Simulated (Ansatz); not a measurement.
Breaking the Sn1–H2 bond in FHSn (SMILES [F][SnH]) (multiplicity 1 held, fragments rigid). Energies count from the point at 1.793 Å.
Geometry at that point (charge 0, multiplicity 1):
```xyz
3

Sn    -0.0910    -0.1737     0.2189
H     -1.0351    -1.0891    -1.0004
F      0.6204     1.0860    -1.1050
```

R- and RO- levels are restricted; in cc, def2 and unpolarised 6-31G sets they are followed outwards from rest. Unrestricted levels (U-) break spin symmetry where that is lower. Active spaces are followed from a long bond inwards. Curves can end on different states.

Correlated levels freeze the cores. Filled d and f shells under p-block atoms count as core.

Programs: Ansatz (Gaussian basis) for Hartree–Fock, density functionals and correlated methods. Values without a source in brackets are computed. In def2 rows elements past Kr take small-core potentials, without spin–orbit coupling.

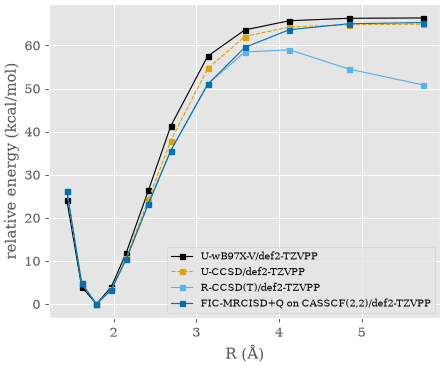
Figure. Relative energy along the coordinate

Doubts at one or more of the structures used: a spin-contaminated determinant (U-wB97X-V/def2-TZVPP, U-CCSD/def2-TZVPP); T1 above 0.05 (U-CCSD/def2-TZVPP, R-CCSD(T)/def2-TZVPP); a restricted determinant that unrestricted orbitals would lower (R-CCSD(T)/def2-TZVPP); other coupled-cluster roots lie near (R-CCSD(T)/def2-TZVPP).

Ansatz is a quantum-chemistry and plane-wave program.
